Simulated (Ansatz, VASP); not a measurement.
## Cross-check of CdTe between VASP and Ansatz

One calculation is typed for both programs; each brings its own data sets. How far apart do they land? The cell is taken from a series of VASP runs on this material, whose earlier steps may have relaxed, scaled or displaced it; both programs get it as it stands. Valence electrons are named where the data sets of a main pair hold unlike numbers.

Main program and level: Ansatz 0.2.0; plane waves, with VASP 6.6.1 beside it; single point at PBE with D3(BJ), band structure at PBE with D3(BJ) and band structure at PBE with D3(BJ), spin-orbit coupling.

### Step 1. The structure

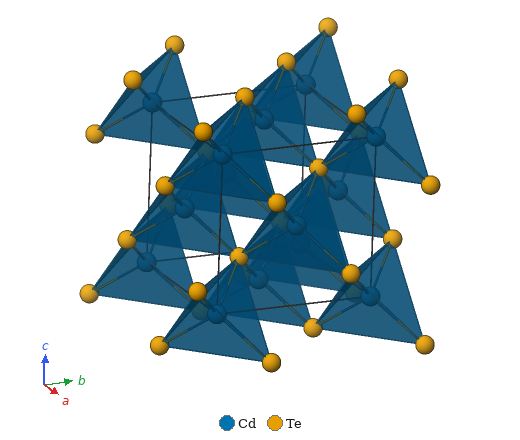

Start, viewed slightly off an axis; cadmium blue, tellurium orange. This picture shows the conventional cell, with its axes. Some periodic images of atoms are drawn too.

### Step 2. Ansatz: single point, PBE with D3(BJ)

Ansatz runs on its default PAW (the set named soft_2) files.

With cell and atoms fixed, the geometry can't cause a difference; cores, projectors, grids and the points listed under the comparison can.

Contents of input.yaml:

```yaml
crystal:
  lattice:
    - [0.0, 3.2547367159, 3.2547367159]
    - [3.2547367159, 0.0, 3.2547367159]
    - [3.2547367159, 3.2547367159, 0.0]
  atoms:
    - { symbol: Cd, position: [0.0, 0.0, 0.0] }
    - { symbol: Te, position: [0.25, 0.25, 0.25] }
hamiltonian:
  xc: pbe
  pseudopotentials: { kind: paw }
  dispersion: d3bj
kpoints:
  mp_grid: { grid: [5, 5, 5] }
scf:
  occupations: { method: gaussian, width: 0.05 }
  n_extra_bands: 4
output:
  forces: true
  stress: true
  eigenvalues: true
  write_density: true
  write_potential: true
  elf: true
  volumetric_format: npy
```

Started as:

```console
ansatz run input.yaml --threads 2 --pin off --max-ram 4608MiB --backend cpu --events-out ev --progress --plain --runs-dir out
```

Numbers of over 12 decimals in the logs are rounded to 6 here.

The log of the run:

```text
scf.n_extra_bands = 4 over 18 filled bands (N_el = 36.0): the run solves 22 bands
Engine: ansatz 0.2.0, aarch64-unknown-linux-gnu
Pseudopotentials: kind: paw
Pseudopotential: Cd, paw, valence charge 20, recommended cutoff 420 eV (normal), Cd.paw.azcp
Pseudopotential: Te, paw, valence charge 16, recommended cutoff 420 eV (normal), Te.paw.azcp
Functional definition: PBE
  parameter kappa = 0.804
  parameter beta = 0.066725
  exchange = pbe_x(kappa = kappa, mu = beta*pi^2/3)
  correlation = pbe_c(beta = beta)
Crystal: 2 atoms, lattice volume = 68.957 Å³
Basis set: ecut = 420 eV, 1363 PW (Γ), exchange–correlation on 64×64×64 points (8 copies of the dense FFT grid, shifted against one another)
Bands: 22, of which v1, the nominal top of the filled ones, is band 18 counted from 1 (17 counted from 0)
Symmetry: 24 space group operations
Space group: F-43m (ITA 216), of the structure as read, at distance tolerance 4.1e-5 Å
k-points: 10 of 125 (time reversal used)
Non-local potential: Cd, projectors of the file, l = 0: 3, l = 1: 2, l = 2: 2, l = 3: 1
Non-local potential: Te, projectors of the file, l = 0: 2, l = 1: 2, l = 2: 2, l = 3: 2
PAW form: soft (Blöchl's): semilocal exchange-correlation on the pseudo side does not see the compensation charge
PAW one-centre angular grid: Cd, 590 points (default); XC on 64 Gauss nodes
PAW one-centre angular grid: Te, 590 points (default); XC on 64 Gauss nodes
Initial density: superposition of atomic densities (neutral atoms: chi_scale 0, normalization atom), corrected by the library's trained network
Initial wavefunctions: pseudopotential atomic-orbital guess
Functional: x = pbe(κ = 0.804, μ = 0.219515), c = pbe(β = 0.066725)
SCF iter   1: F=—  HF=-15235.974560 eV  |F-HF|=—  |Δ(HF+E_count)|=         —  Δρ=1.16e-3  dr2=2.28e-3  ethr=1.77e-3  ⟨swp⟩=6.3  Hψ=1062  notcnv=0
preconditioner: auto → none  [insulator: Δε(μ)=0.711 eV  Ē_g=11.370 eV  σ=0.050 eV  W_gap=1.00  n_scr=14 (ndim 8)  ℏωp=19.0 eV  f_vac=0.195  D(μ)=0.00/eV (n_scr^D=0)  ε∞_Penn≈3.8]
SCF iter   2: F=—  HF=-15235.974163 eV  |F-HF|=—  |Δ(HF+E_count)|=   3.97e-4  Δρ=4.43e-4  dr2=1.39e-4  ethr=6.34e-6  ⟨swp⟩=2.3  Hψ=406  notcnv=0
SCF iter   3: F=—  HF=-15235.974223 eV  |F-HF|=—  |Δ(HF+E_count)|=   5.99e-5  Δρ=1.63e-4  dr2=1.89e-5  ethr=3.86e-7  ⟨swp⟩=3.0  Hψ=400  notcnv=0
SCF iter   4: F=—  HF=-15235.974261 eV  |F-HF|=—  |Δ(HF+E_count)|=   3.76e-5  Δρ=6.70e-5  dr2=4.57e-6  ethr=5.25e-8  ⟨swp⟩=2.1  Hψ=321  notcnv=0
SCF iter   5: F=—  HF=-15235.974272 eV  |F-HF|=—  |Δ(HF+E_count)|=   1.07e-5  Δρ=1.89e-5  dr2=2.86e-7  ethr=1.27e-8  ⟨swp⟩=2.0  Hψ=310  notcnv=0
SCF iter   6: F=-15235.974273 eV  HF=-15235.974273 eV  |F-HF|=2.62e-8  |Δ(HF+E_count)|=   1.23e-6  Δρ=2.51e-6  dr2=5.39e-9  ethr=2.78e-10  ⟨swp⟩=11.6  Hψ=1547  notcnv=0
SCF 1 converged in 6 iterations: F = -15235.974273 eV  dr2 = 5.39e-9
  greatest PAW one-centre occupation: 1.000 electrons in one spin orbital (limit 2), on the Cd atom at site 0 (counted from 0), in its partial waves of l = 0
SCF converged after 6 iterations
Free energy (F): -15235.974273 eV
Harris-Foulkes:  -15235.974273 eV  (|F-HF|=2.62e-8)
Internal energy: -15235.974273 eV  (E = F + TS)
E sigma→0 (E₀):  -15235.974273 eV
Fermi energy:    7.650578 eV
--- Per-component energies (eV) ---
  E_band       = -795.006047
  E_kinetic    = 685.558187
  E_local      = -5448.292998  (includes V_loc(G=0)·N_el)
  E_nonlocal   = -276.730781
  E_hartree    = 2745.452609
  E_xc         = -301.030309
  E_vxc        = -325.779585  (∫ρ·V_xc dr)
  E_paw        = -8745.945811  (= ΣΔE_a)
  E_vpaw       = -920.667802  (= ΣTr[D̂ρ^β])
  E_aug_tail   = -0.000153  (compensation charges beyond the density's cutoff)
  E_ewald      = -3894.311521
  E_disp       = -0.673496  (pairwise vdW)
  E_smearing   = -0.000000  (= −TS)
  E_closure    = 0.000000  (closes the sum)
  Σ components = -15235.974273   (vs F -15235.974273, Δ=0.00e0)
--- Forces (eV/Å), atoms counted from 1 ---
  atom   1  Cd     0.00000000     0.00000000     0.00000000
  atom   2  Te    -0.00000000     0.00000000     0.00000000
  max |Σ_I F_I| component: 1.25e-16 eV/Å
--- Stress (GPa, compression-positive) ---
        0.191088       0.000000      -0.000000
       -0.000000       0.191088       0.000000
       -0.000000       0.000000       0.191088
  P = ⅓ Tr σ = 0.1911 GPa (1.911 kbar)
--- Band table (eV; the first three rows and the last of 10) ---
  k-point 0: bands = [... 14 lower, -0.7082, 7.2846, 7.2846, 7.2846, 8.0128, 11.9056, 11.9056, 11.9056]
  k-point 1: bands = [... 14 lower, -0.7093, 5.1685, 6.9860, 6.9860, 9.2056, 12.2008, 12.3340, 12.3340]
  k-point 2: bands = [... 14 lower, -0.4698, 3.2567, 6.5901, 6.5901, 9.1343, 12.5147, 12.5147, 14.0929]
  k-point 9: bands = [... 14 lower, -0.2393, 3.2644, 4.9899, 5.6039, 11.1354, 11.6645, 12.6636, 14.8825]
```

Elapsed: 1.5 s, on 2 threads of Arm Neoverse V1, shared host; peak memory 0.32 GiB; 2.7 s of CPU time.

The column dr2 measures how far the density is from self-consistency, as an energy; F and HF (Harris–Foulkes) agree once it is small.

The run ends at a pressure of 0.19 GPa.

### Step 3. VASP: single point, PBE with D3(BJ)

The same cell, functional, mesh and smearing now go to VASP, with its own data sets.

Lines of VASP's logs that name or quote its potential files are left out, and so is its time.

Contents of INCAR:

```
SYSTEM = CdTe
PREC = Accurate
ENCUT = 400
EDIFF = 1E-06
NELM = 100
ISMEAR = 0
SIGMA = 0.05
LREAL = .FALSE.
ALGO = Normal
GGA = PE
IVDW = 12
NBANDS = 15
LORBIT = 11
LWAVE = .FALSE.
LCHARG = .TRUE.
ISIF = 2
LELF = .TRUE.
LVHAR = .TRUE.
```

Contents of POSCAR:

```
CdTe
1.0
    0.0000000000      3.2547367159      3.2547367159
    3.2547367159      0.0000000000      3.2547367159
    3.2547367159      3.2547367159      0.0000000000
Cd Te
1 1
Direct
    0.0000000000      0.0000000000      0.0000000000
    0.2500000000      0.2500000000      0.2500000000
```

Contents of KPOINTS:

```
Automatic mesh
0
Gamma
5 5 5
0 0 0
```

PAW data sets: Cd and Te (PBE family, release 64).

Started as:

```console
mpirun -np 2 vasp_std
```

The log of the run:

```text
[banner, memory and clock lines left out]
running    2 mpi-ranks, on    1 nodes
 distrk:  each k-point on    2 cores,    1 groups
 distr:  one band on    1 cores,    2 groups

 POSCAR found type information on POSCAR CdTe
 POSCAR found :  2 types and       2 ions
 LDA part: xc-table for (Slater+PW92), standard interpolation
|                                                                             |
|           W    W    AA    RRRRR   N    N  II  N    N   GGGG   !!!           |
|           W    W   A  A   R    R  NN   N  II  NN   N  G    G  !!!           |
|           W    W  A    A  R    R  N N  N  II  N N  N  G       !!!           |
|           W WW W  AAAAAA  RRRRR   N  N N  II  N  N N  G  GGG   !            |
|           WW  WW  A    A  R   R   N   NN  II  N   NN  G    G                |
|           W    W  A    A  R    R  N    N  II  N    N   GGGG   !!!           |
|                                                                             |
|     The number of bands has been changed from the values supplied in        |
|     The orbitals not found in the WAVECAR file will be initialized with     |
|     random numbers, which is usually adequate. For correlated               |
|     calculations, however, you should redo the groundstate calculation.     |
|     I found NBANDS = 15. Now, NBANDS = 16.                                  |
|                                                                             |

 POSCAR, INCAR and KPOINTS ok, starting setup
 FFT: planning ... GRIDC
 FFT: planning ... GRID_SOFT
 FFT: planning ... GRID
 WAVECAR not read
 entering main loop
       N       E                     dE             d eps       ncg     rms          rms(c)
DAV:   1     0.896599790458E+02    0.89660E+02   -0.71986E+03   320   0.782E+02
DAV:   2    -0.194286959216E+01   -0.91603E+02   -0.88158E+02   376   0.222E+02
DAV:   3    -0.497629698617E+01   -0.30334E+01   -0.30290E+01   424   0.424E+01
DAV:   4    -0.500486827827E+01   -0.28571E-01   -0.28571E-01   464   0.338E+00
DAV:   5    -0.500493840312E+01   -0.70125E-04   -0.70125E-04   432   0.154E-01    0.548E+00
DAV:   6    -0.478356009602E+01    0.22138E+00   -0.37294E-01   352   0.723E+00    0.451E+00
DAV:   7    -0.476693912989E+01    0.16621E-01   -0.11019E-01   368   0.213E+00    0.172E+00
DAV:   8    -0.476786411427E+01   -0.92498E-03   -0.10970E-02   344   0.118E+00    0.487E-01
DAV:   9    -0.476821162247E+01   -0.34751E-03   -0.94844E-04   376   0.315E-01    0.114E-01
DAV:  10    -0.476827732363E+01   -0.65701E-04   -0.11575E-04   400   0.101E-01    0.564E-02
DAV:  11    -0.476831932462E+01   -0.42001E-04   -0.80904E-05   384   0.567E-02    0.373E-02
DAV:  12    -0.476831834471E+01    0.97990E-06   -0.31808E-06   376   0.143E-02
   1 F= -.54416270E+01 E0= -.54416270E+01  d E =-.695751E-11
```

Parts of OUTCAR (step 3):

```text
ion  position               nearest neighbor table
   1  0.000  0.000  0.000-   2 2.82   2 2.82   2 2.82   2 2.82
   2  0.250  0.250  0.250-   1 2.82   1 2.82   1 2.82   1 2.82

  LATTYP: Found a face centered cubic cell.
 ALAT       =     6.5094734318

 Subroutine GETGRP returns: Found 24 space group operations
 (whereof 24 operations were pure point group operations)

The static configuration has the point symmetry T_d .

 Found     10 irreducible k-points:

   k-points           NKPTS =     10   k-points in BZ     NKDIM =     10   number of bands    NBANDS=     16

   dimension x,y,z NGX =    30 NGY =   30 NGZ =   30
   dimension x,y,z NGXF=    60 NGYF=   60 NGZF=   60

   ENCUT  =  400.0 eV  29.40 Ry    5.42 a.u.   7.51  7.51  7.51*2*pi/ulx,y,z

   NELECT =      18.0000    total number of electrons

 k-points in reciprocal lattice and weights: Automatic mesh
   0.00000000  0.00000000  0.00000000       0.008
   0.20000000  0.00000000  0.00000000       0.064
   0.40000000  0.00000000  0.00000000       0.064
   0.20000000  0.20000000  0.00000000       0.048
   0.40000000  0.20000000  0.00000000       0.192
  -0.40000000  0.20000000  0.00000000       0.192
  -0.20000000  0.20000000  0.00000000       0.096
   0.40000000  0.40000000  0.00000000       0.048
  -0.40000000  0.40000000  0.00000000       0.096
  -0.40000000  0.40000000  0.20000000       0.192

 average (electrostatic) potential at core
       1 -39.1519       2 -91.4278

 E-fermi :   2.4522

 k-point     1 :       0.0000    0.0000    0.0000
  band No.  band energies     occupation
    ...
      5      -5.7629      2.00000
      6      -5.7629      2.00000
      7       2.2377      2.00000
      8       2.2377      2.00000
      9       2.2377      2.00000
     10       2.9627      0.00000
     11       6.8414      0.00000
     12       6.8414      0.00000
     13       6.8414      0.00000
     14       9.6801      0.00000
    ...

 k-point     2 :       0.2000    0.0000    0.0000
  band No.  band energies     occupation
    ...
      5      -5.7640      2.00000
      6      -5.7640      2.00000
      7       0.1154      2.00000
      8       1.9382      2.00000
      9       1.9382      2.00000
     10       4.1554      0.00000
     11       7.1526      0.00000
     12       7.2695      0.00000
     13       7.2695      0.00000
     14      10.6366      0.00000
    ...

 k-point     3 :       0.4000    0.0000    0.0000
  band No.  band energies     occupation
    ...
      5      -5.7566      2.00000
      6      -5.5235      2.00000
      7      -1.7986      2.00000
      8       1.5415      2.00000
      9       1.5415      2.00000
     10       4.0805      0.00000
     11       7.4466      0.00000
     12       7.4466      0.00000
     13       9.0602      0.00000
     14      10.3983      0.00000
    ...

 Edisp (eV)   -0.67331

  Total       0.00950     0.00950     0.00950    -0.00000     0.00000     0.00000
  in kB       0.22062     0.22062     0.22062    -0.00000     0.00000     0.00000
  external pressure =        0.22 kB  Pullay stress =        0.00 kB

  energy-cutoff  :      400.00
  volume of cell :       68.96
      direct lattice vectors                 reciprocal lattice vectors
     0.000000000  3.254736716  3.254736716    -0.153622257  0.153622257  0.153622257
     3.254736716  0.000000000  3.254736716     0.153622257 -0.153622257  0.153622257
     3.254736716  3.254736716  0.000000000     0.153622257  0.153622257 -0.153622257

 POSITION                                       TOTAL-FORCE (eV/Angst)
 -----------------------------------------------------------------------------------
      0.00000      0.00000      0.00000         0.000000      0.000000      0.000000
      1.62737      1.62737      1.62737        -0.000000     -0.000000     -0.000000
 -----------------------------------------------------------------------------------
    total drift:                               -0.000001     -0.000001     -0.000001

  FREE ENERGIE OF THE ION-ELECTRON SYSTEM (eV)
  ---------------------------------------------------
  free  energy   TOTEN  =        -5.4416269742 eV

  energy  without entropy=       -5.4416269742  energy(sigma->0) =       -5.44162697

 total charge
# of ion       s       p       d       tot
------------------------------------------
    1        0.466   0.311   9.529  10.306
    2        1.349   2.061   0.020   3.430
--------------------------------------------------
tot          1.815   2.372   9.549  13.736

[... 3 further parts left out ...]
```

The gap is read on the k-mesh alone, so it is an upper bound where the band edges lie off the mesh.

### Step 4. Comparison

Known differences besides the potentials themselves: the data sets hold 36 valence electrons in Ansatz (on its default PAW (the set named soft_2) files) and 18 in VASP; the cutoff is 420 eV in Ansatz and 400 eV in VASP; VASP leaves aspherical gradient terms in its spheres out (LASPH is not set), Ansatz keeps them. Total energies have different zeros and are not compared.

Compared:

| quantity | Ansatz | VASP | difference |
| --- | --- | --- | --- |
| pressure (GPa) | 0.19 | 0.02 | +0.17 |
| gap on the k mesh (eV) | 0.728 | 0.725 | +0.003 |

A gap on the mesh is an upper bound, since the band edges may lie between its points. Ansatz's pressure holds a Pulay correction of 0.04 GPa; VASP's holds none.

### Step 5. What the set-up changes

Further runs change the set-up of one program: Ansatz's method, potentials or start, or VASP's data sets, cutoff or form of LDA. The table gives Ansatz less VASP for each quantity, since a change that brings one quantity closer may part another.

| run | pressure (GPa) | gap on the k mesh (eV) |
| --- | --- | --- |
| as above | 0.17 | 0.0033 |
| Ansatz's all-electron LAPW method | 0.18 | 0.0029 |

### Step 6. VASP: band structure, PBE with D3(BJ)

Levels along a path test the potential and the projectors away from the mesh points.

Contents of INCAR:

```
SYSTEM = CdTe
PREC = Accurate
ENCUT = 400
EDIFF = 1E-06
NELM = 100
ISMEAR = 0
SIGMA = 0.05
LREAL = .FALSE.
ALGO = Normal
GGA = PE
IVDW = 12
NBANDS = 21
LORBIT = 11
LWAVE = .FALSE.
LCHARG = .FALSE.
KPAR = 2
```

POSCAR is that of step 3.

KPOINTS is that of step 3.

Contents of KPOINTS_OPT:

```
Line mode
16
Line-mode
Reciprocal
  0.00000000   0.00000000   0.00000000 GAMMA
  0.50000000   0.00000000   0.50000000 X

  0.50000000   0.00000000   0.50000000 X
  0.50000000   0.25000000   0.75000000 W

  0.50000000   0.25000000   0.75000000 W
  0.37500000   0.37500000   0.75000000 K

  0.37500000   0.37500000   0.75000000 K
  0.00000000   0.00000000   0.00000000 GAMMA

  0.00000000   0.00000000   0.00000000 GAMMA
  0.50000000   0.50000000   0.50000000 L

  0.50000000   0.50000000   0.50000000 L
  0.62500000   0.25000000   0.62500000 U

  0.62500000   0.25000000   0.62500000 U
  0.50000000   0.25000000   0.75000000 W

  0.50000000   0.25000000   0.75000000 W
  0.50000000   0.50000000   0.50000000 L

  0.50000000   0.50000000   0.50000000 L
  0.37500000   0.37500000   0.75000000 K

  0.62500000   0.25000000   0.62500000 U
  0.50000000   0.00000000   0.50000000 X
```

Started as:

```console
mpirun -np 2 vasp_std
```

The log of the run:

```text
[banner, memory and clock lines left out]
running    2 mpi-ranks, on    1 nodes
[...]
LDA part: xc-table for (Slater+PW92), standard interpolation
 POSCAR, INCAR and KPOINTS ok, starting setup
[...]
entering main loop
       N       E                     dE             d eps       ncg     rms          rms(c)
DAV:   1     0.904600055861E+02    0.90460E+02   -0.69833E+03   420   0.599E+02
DAV:   2    -0.153582278795E+01   -0.91996E+02   -0.87210E+02   480   0.178E+02
DAV:   3    -0.497334375304E+01   -0.34375E+01   -0.34236E+01   493   0.350E+01
DAV:   4    -0.500478478627E+01   -0.31441E-01   -0.31438E-01   554   0.298E+00
[...]
DAV:  10    -0.476828292706E+01   -0.38654E-04   -0.10572E-04   501   0.961E-02    0.568E-02
DAV:  11    -0.476831838980E+01   -0.35463E-04   -0.65563E-05   470   0.424E-02    0.360E-02
DAV:  12    -0.476831796413E+01    0.42567E-06   -0.20231E-06   477   0.977E-03
   1 F= -.54416266E+01 E0= -.54416266E+01  d E =-.110770E-11
 Start KPOINTS_OPT (optional k-point list driver)
k-point batch [1-10\160]
       N       E                     dE             ncg
DAV:   1     0.333524366157E+03   -0.73428E+03      428
DAV:   2    -0.641932175680E+03   -0.97546E+03      495
DAV:   3    -0.680860022700E+03   -0.38928E+02      490
DAV:   4    -0.681175244329E+03   -0.31522E+00      564
DAV:   5    -0.681177228787E+03   -0.19845E-02      500
DAV:   6    -0.681177275561E+03   -0.46774E-04      558
DAV:   7    -0.681177276564E+03   -0.10037E-05      438
DAV:   8    -0.681177276602E+03   -0.37406E-07      348
[...]
k-point batch [151-160\160]
       N       E                     dE             ncg
DAV:   1     0.125334268880E+03   -0.47101E+04      444
DAV:   2    -0.734337438204E+03   -0.85967E+03      481
DAV:   3    -0.763964856723E+03   -0.29627E+02      523
DAV:   4    -0.764249226254E+03   -0.28437E+00      573
DAV:   5    -0.764249937281E+03   -0.71103E-03      534
DAV:   6    -0.764249946975E+03   -0.96936E-05      564
DAV:   7    -0.764249947112E+03   -0.13695E-06      467
```

Parts of OUTCAR (step 6):

```text
 Edisp (eV)   -0.67331

  Total       0.00861     0.00861     0.00861    -0.00000     0.00000    -0.00000
  in kB       0.20010     0.20010     0.20010    -0.00000     0.00000    -0.00000
  external pressure =        0.20 kB  Pullay stress =        0.00 kB

  FREE ENERGIE OF THE ION-ELECTRON SYSTEM (eV)
  ---------------------------------------------------
  free  energy   TOTEN  =        -5.4416265936 eV

  energy  without entropy=       -5.4416265936  energy(sigma->0) =       -5.44162659

[... 2 parts as in an earlier step ...]

[... 2 further parts left out ...]
[key lines of the parts left out:]
E-fermi :   2.4627
```

Spin-orbit coupling is off here; with elements this heavy it splits and shifts levels by tenths of an eV or more.

(Part 1 of 2 ends here.)

[Lines on the potential files, build, host, timing and source positions are cut from VASP's logs without a mark.]

[Logs are printed without paths, hosts, clocks, repeated set-up lines and the standing remarks that a program may print on its own settings, such as how far it seeks lower states.]

[Hosts, paths, dates, database ids (printed as entryN), source tags and the programs' standing remarks are cut or masked in the printed files.]
